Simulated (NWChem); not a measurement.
Energy and gradient calculation of InNH3O (part 1 of 3)

The run: energy and gradient calculation of InNH3O, multiplicity 2, SMILES [NH2][In][OH]. Method and program: HF/def2-SVP, UHF, core potentials def2-SVP (NWChem 7.3.0).

The geometry comes from this level: PBE0-D4/def2-TZVP.

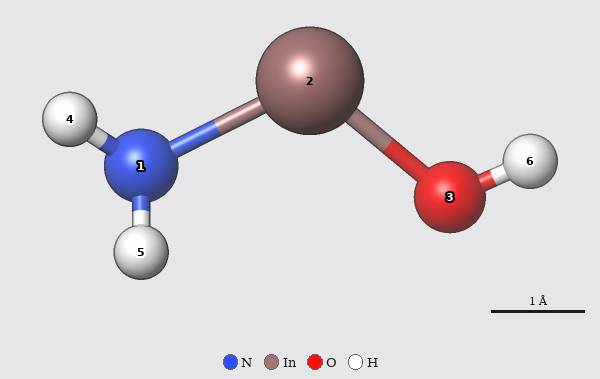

**Figure 1.** The structure as given in the input (ball-and-stick view, seen on its broad side; atoms are numbered from 1 in the order of the input). Sticks mark near contacts. Bond lengths as drawn: H–N 1.01 to 1.02 Å, H–O 0.96 Å, In–N 2.07 Å and In–O 2.01 Å.

**Input**
```
start job
title "H3InNO"
memory total 2200 mb
charge 0

geometry units angstrom noautosym nocenter noautoz
   N       -0.980400      -0.217800      -1.044400
   In       0.940900      -0.096700      -0.287400
   O        0.933000      -0.108100       1.721700
   H       -1.045000       0.034400      -2.024100
   H       -1.612200       0.391600      -0.531900
   H        1.805600      -0.067200       2.120000
end

basis spherical bse
   * library def2-SVP
end

ecp bse
   In library def2-SVP
end

scf
   doublet
   uhf
   thresh 1e-08
   maxiter 80
end

task scf gradient
```

Hardware: 1 thread of Intel Xeon (Sapphire Rapids), 16 GiB of memory available, shared host.

Launched with:
```bash
nwchem job.nw > job.out
```

**What the program printed**
```
Northwest Computational Chemistry Package (NWChem) 7.3.0
             --------------------------------------------------------

           Job information
           ---------------

    nwchem branch   = 7.3.0
    use scalapack   = T
    input           = job.nw
    prefix          = job.
    data base       = ./job.db
    status          = startup
    nproc           =        1

           Memory information
           ------------------

    heap     =     72089596 doubles =      550.0 Mbytes
    stack    =     72089601 doubles =      550.0 Mbytes
    global   =    144179200 doubles =     1100.0 Mbytes (distinct from heap & stack)
    total    =    288358397 doubles =     2200.0 Mbytes
    verify   = yes
    hardfail = no

           Directory information
           ---------------------

  0 permanent = .
  0 scratch   = .

                                NWChem Input Module
                                -------------------

                                      H3InNO
                                      ------

 Scaling coordinates for geometry "geometry" by  1.889725989
 (inverse scale =  0.529177249)

                             Geometry "geometry" -> ""
                             -------------------------

 Output coordinates in angstroms (scale by  1.889725989 to convert to a.u.)

  No.       Tag          Charge          X              Y              Z
 ---- ---------------- ---------- -------------- -------------- --------------
    1 N                    7.0000    -0.98040000    -0.21780000    -1.04440000
    2 In                  49.0000     0.94090000    -0.09670000    -0.28740000
    3 O                    8.0000     0.93300000    -0.10810000     1.72170000
    4 H                    1.0000    -1.04500000     0.03440000    -2.02410000
    5 H                    1.0000    -1.61220000     0.39160000    -0.53190000
    6 H                    1.0000     1.80560000    -0.06720000     2.12000000

      Atomic Mass
      -----------

      N                 14.003070
      In               114.904100
      O                 15.994910
      H                  1.007825

 Effective nuclear repulsion energy (a.u.)     245.0480871963

            Nuclear Dipole moment (a.u.)
            ----------------------------
        X                 Y               Z
 ---------------- ---------------- ----------------
    86.6509285626   -12.7913662441   -15.2232546188

            XYZ format geometry
            -------------------
     6
 geometry
 N                    -0.98040000    -0.21780000    -1.04440000
 In                    0.94090000    -0.09670000    -0.28740000
 O                     0.93300000    -0.10810000     1.72170000
 H                    -1.04500000     0.03440000    -2.02410000
 H                    -1.61220000     0.39160000    -0.53190000
 H                     1.80560000    -0.06720000     2.12000000

 ==============================================================================
                                internuclear distances
 ------------------------------------------------------------------------------
       center one      |      center two      | atomic units |  angstroms
 ------------------------------------------------------------------------------
    2 In               |   1 N                |     3.90909  |     2.06860
    3 O                |   2 In               |     3.79674  |     2.00915
    4 H                |   1 N                |     1.91562  |     1.01370
    5 H                |   1 N                |     1.92084  |     1.01646
    6 H                |   3 O                |     1.81428  |     0.96008
 ------------------------------------------------------------------------------
                         number of included internuclear distances:          5
 ==============================================================================

 ==============================================================================
                                 internuclear angles
 ------------------------------------------------------------------------------
        center 1       |       center 2       |       center 3       |  degrees
 ------------------------------------------------------------------------------
    2 In               |   1 N                |   4 H                |   113.47
    2 In               |   1 N                |   5 H                |   110.96
    4 H                |   1 N                |   5 H                |   107.37
    1 N                |   2 In               |   3 O                |   111.22
    2 In               |   3 O                |   6 H                |   114.27
 ------------------------------------------------------------------------------
                            number of included internuclear angles:          5
 ==============================================================================

 Summary of "ao basis" -> "" (spherical)
 ------------------------------------------------------------------------------
       Tag                 Description            Shells   Functions and Types
 ---------------- ------------------------------  ------  ---------------------
 *                          def2-SVP                  on all atoms

                 ECP       "ecp basis" -> "" (cartesian)
                -----
  [basis functions not shown]

                      Basis "ao basis" -> "ao basis" (spherical)
                      -----
  [basis functions not shown]

 Summary of "ao basis" -> "ao basis" (spherical)
 ------------------------------------------------------------------------------
       Tag                 Description            Shells   Functions and Types
 ---------------- ------------------------------  ------  ---------------------
 N                          def2-SVP                 6       14   3s2p1d
 In                         def2-SVP                10       26   4s4p2d
 O                          def2-SVP                 6       14   3s2p1d
 H                          def2-SVP                 3        5   2s1p

                                 NWChem SCF Module
                                 -----------------

                                      H3InNO

  ao basis        = "ao basis"
  functions       =    69
  atoms           =     6
  alpha electrons =    20
  beta  electrons =    19
  charge          =   0.00
  wavefunction    = UHF
  input vectors   = atomic
  output vectors  = ./job.movecs
  use symmetry    = F
  symmetry adapt  = F

 Summary of "ao basis" -> "ao basis" (spherical)
 ------------------------------------------------------------------------------
       Tag                 Description            Shells   Functions and Types
 ---------------- ------------------------------  ------  ---------------------
 N                          def2-SVP                 6       14   3s2p1d
 In                         def2-SVP                10       26   4s4p2d
 O                          def2-SVP                 6       14   3s2p1d
 H                          def2-SVP                 3        5   2s1p

 Forming initial guess at       0.0s

      Superposition of Atomic Density Guess
      -------------------------------------

 Sum of atomic energies:        -348.48347438

      Non-variational initial energy
      ------------------------------

 Total energy =    -320.135878
 1-e energy   =    -749.240761
 2-e energy   =     310.271031
 HOMO         =      -0.191709
 LUMO         =       0.020557

 Starting SCF solution at       0.3s

 ----------------------------------------------
         Quadratically convergent UHF

 Convergence threshold     :          1.000E-08
 Maximum no. of iterations :           80
 Integral*density screening:          1.000E-10
 ----------------------------------------------

              iter       energy          gnorm     gmax       time
             ----- ------------------- --------- --------- --------
                 1     -320.0274217332  9.54D-01  1.51D-01      0.8
                 2     -320.1344335391  2.17D-01  4.03D-02      1.7
                 3     -320.1507030668  1.50D-02  3.07D-03      3.3
                 4     -320.1507933782  2.02D-04  4.44D-05      6.5
                 5     -320.1507933962  4.08D-08  8.79D-09     11.8
                 6     -320.1507933962  5.20D-10  1.06D-10     14.9

       Final UHF  results
       ------------------

         Total SCF energy =   -320.150793396170
      One electron energy =   -752.065157307411
      Two electron energy =    313.080512841721
 Nuclear repulsion energy =    118.833851069520

                       Sz =      0.5000
                 Sz(Sz+1) =      0.7500
                      S^2 =      0.7682

        Time for solution =     14.6s

          Final alpha eigenvalues
          -----------------------

              1
    1  -20.5061
    2  -15.5349
    3   -5.3837
    4   -3.6431
    5   -3.6387
    6   -3.6342
    7   -1.2474
    8   -1.1052
    9   -1.0277
   10   -1.0269
   11   -1.0257
   12   -1.0180
   13   -1.0078
   14   -0.6227
   15   -0.6097
   16   -0.5327
   17   -0.4856
   18   -0.4532
   19   -0.4079
   20   -0.3156
   21    0.0467
   22    0.1006
   23    0.1300
   24    0.2169
   25    0.2643
   26    0.2858
   27    0.2911
   28    0.3039
   29    0.3905
   30    0.3959

          Final beta eigenvalues
          ----------------------

              1
    1  -20.4996
    2  -15.5261
    3   -5.3794
    4   -3.6410
    5   -3.6345
    6   -3.6336
    7   -1.2289
    8   -1.0835
    9   -1.0239
   10   -1.0237
   11   -1.0225
   12   -1.0126
   13   -0.9996
   14   -0.6166
   15   -0.5994
   16   -0.4965
   17   -0.4495
   18   -0.4382
   19   -0.3686
   20    0.0109
   21    0.0757
   22    0.1248
   23    0.1437
   24    0.2387
   25    0.2710
   26    0.2940
   27    0.3140
   28    0.3229
   29    0.4049
   30    0.4356

                    UHF Final Alpha Molecular Orbital Analysis
                    ------------------------------------------

 Vector    7  Occ=1.000000D+00  E=-1.247352D+00
              MO Center=  1.1D+00, -1.0D-01,  1.6D+00, r^2= 6.5D-01
   Bfn.  Coefficient  Atom+Function         Bfn.  Coefficient  Atom+Function
  ----- ------------  ---------------      ----- ------------  ---------------
    42      0.546995  3 O  s                 43      0.360892  3 O  s
    41      0.278373  3 O  s                 65      0.193885  6 H  s
    33      0.170414  2 In d  0

 Vector    8  Occ=1.000000D+00  E=-1.105154D+00
              MO Center= -6.2D-01, -6.5D-02, -9.3D-01, r^2= 1.3D+00
   Bfn.  Coefficient  Atom+Function         Bfn.  Coefficient  Atom+Function
  ----- ------------  ---------------      ----- ------------  ---------------
     2      0.466763  1 N  s                 35      0.319781  2 In d  2
    34     -0.240100  2 In d  1               1      0.236845  1 N  s
     3      0.232578  1 N  s                 55      0.171378  4 H  s
    60      0.170795  5 H  s

 Vector    9  Occ=1.000000D+00  E=-1.027745D+00
              MO Center=  9.4D-01, -9.6D-02, -2.9D-01, r^2= 4.6D-01
   Bfn.  Coefficient  Atom+Function         Bfn.  Coefficient  Atom+Function
  ----- ------------  ---------------      ----- ------------  ---------------
    31      0.800510  2 In d -2              32     -0.548072  2 In d -1

 Vector   10  Occ=1.000000D+00  E=-1.026947D+00
              MO Center=  9.3D-01, -9.6D-02, -2.7D-01, r^2= 5.7D-01
   Bfn.  Coefficient  Atom+Function         Bfn.  Coefficient  Atom+Function
  ----- ------------  ---------------      ----- ------------  ---------------
    35      0.715367  2 In d  2              34      0.461162  2 In d  1
    33      0.442474  2 In d  0

 Vector   11  Occ=1.000000D+00  E=-1.025717D+00
              MO Center=  9.4D-01, -9.7D-02, -2.9D-01, r^2= 4.7D-01
   Bfn.  Coefficient  Atom+Function         Bfn.  Coefficient  Atom+Function
  ----- ------------  ---------------      ----- ------------  ---------------
    32      0.798105  2 In d -1              31      0.547954  2 In d -2

 Vector   12  Occ=1.000000D+00  E=-1.018000D+00
              MO Center=  9.3D-01, -9.6D-02, -2.1D-01, r^2= 6.7D-01
   Bfn.  Coefficient  Atom+Function         Bfn.  Coefficient  Atom+Function
  ----- ------------  ---------------      ----- ------------  ---------------
    33      0.728381  2 In d  0              34     -0.610186  2 In d  1

 Vector   13  Occ=1.000000D+00  E=-1.007784D+00
              MO Center=  5.3D-01, -8.2D-02, -4.4D-01, r^2= 1.5D+00
   Bfn.  Coefficient  Atom+Function         Bfn.  Coefficient  Atom+Function
  ----- ------------  ---------------      ----- ------------  ---------------
    35     -0.558250  2 In d  2              34      0.537046  2 In d  1
    33      0.390757  2 In d  0               2      0.223434  1 N  s

 Vector   14  Occ=1.000000D+00  E=-6.227011D-01
              MO Center= -3.9D-01, -6.1D-02, -2.8D-01, r^2= 3.6D+00
   Bfn.  Coefficient  Atom+Function         Bfn.  Coefficient  Atom+Function
  ----- ------------  ---------------      ----- ------------  ---------------
     6      0.358105  1 N  pz                55      0.288001  4 H  s
    60     -0.226955  5 H  s                 44      0.201830  3 O  px
    65      0.202463  6 H  s                 46      0.187849  3 O  pz
     9     -0.175307  1 N  pz

 Vector   15  Occ=1.000000D+00  E=-6.096507D-01
              MO Center=  1.4D-01, -7.7D-02,  4.4D-01, r^2= 3.8D+00
   Bfn.  Coefficient  Atom+Function         Bfn.  Coefficient  Atom+Function
  ----- ------------  ---------------      ----- ------------  ---------------
    44      0.275111  3 O  px                65      0.263552  6 H  s
    60      0.242261  5 H  s                 46      0.238355  3 O  pz
    17     -0.229879  2 In s                  4      0.204620  1 N  px
     6     -0.191769  1 N  pz                43     -0.165116  3 O  s
    16      0.162939  2 In s                 47      0.152479  3 O  px

 Vector   16  Occ=1.000000D+00  E=-5.327363D-01
              MO Center=  2.0D-01, -1.5D-01,  1.5D-01, r^2= 3.6D+00
   Bfn.  Coefficient  Atom+Function         Bfn.  Coefficient  Atom+Function
  ----- ------------  ---------------      ----- ------------  ---------------
    17      0.349611  2 In s                 44      0.319573  3 O  px
     4     -0.274444  1 N  px                16     -0.238966  2 In s
    47      0.215480  3 O  px                 7      0.183763  1 N  px
    43     -0.168312  3 O  s                 65      0.160294  6 H  s
     6     -0.151419  1 N  pz

 Vector   17  Occ=1.000000D+00  E=-4.855680D-01
              MO Center=  3.9D-01, -1.4D-01,  7.0D-01, r^2= 3.3D+00
   Bfn.  Coefficient  Atom+Function         Bfn.  Coefficient  Atom+Function
  ----- ------------  ---------------      ----- ------------  ---------------
    46      0.408553  3 O  pz                49      0.310872  3 O  pz
     4     -0.224365  1 N  px                44     -0.223626  3 O  px
    47     -0.176608  3 O  px                25     -0.155374  2 In px

 Vector   18  Occ=1.000000D+00  E=-4.531928D-01
              MO Center=  9.0D-01, -1.0D-01,  1.6D+00, r^2= 1.1D+00
   Bfn.  Coefficient  Atom+Function         Bfn.  Coefficient  Atom+Function
  ----- ------------  ---------------      ----- ------------  ---------------
    45      0.589995  3 O  py                48      0.480367  3 O  py

 Vector   19  Occ=1.000000D+00  E=-4.078557D-01
              MO Center= -7.5D-01, -2.4D-01, -8.6D-01, r^2= 1.9D+00
   Bfn.  Coefficient  Atom+Function         Bfn.  Coefficient  Atom+Function
  ----- ------------  ---------------      ----- ------------  ---------------
     5      0.474643  1 N  py                 8     -0.415548  1 N  py
     4      0.198102  1 N  px                 7     -0.187044  1 N  px
     3      0.159608  1 N  s

 Vector   20  Occ=1.000000D+00  E=-3.155724D-01
              MO Center=  1.3D+00, -1.3D-01, -5.6D-01, r^2= 3.3D+00
   Bfn.  Coefficient  Atom+Function         Bfn.  Coefficient  Atom+Function
  ----- ------------  ---------------      ----- ------------  ---------------
    18      0.506228  2 In s                 17      0.360302  2 In s
    25      0.340753  2 In px                16     -0.262685  2 In s
     4      0.220628  1 N  px                27     -0.206299  2 In pz
    46      0.196923  3 O  pz                 7     -0.189764  1 N  px
    28      0.175516  2 In px                49      0.173927  3 O  pz
```
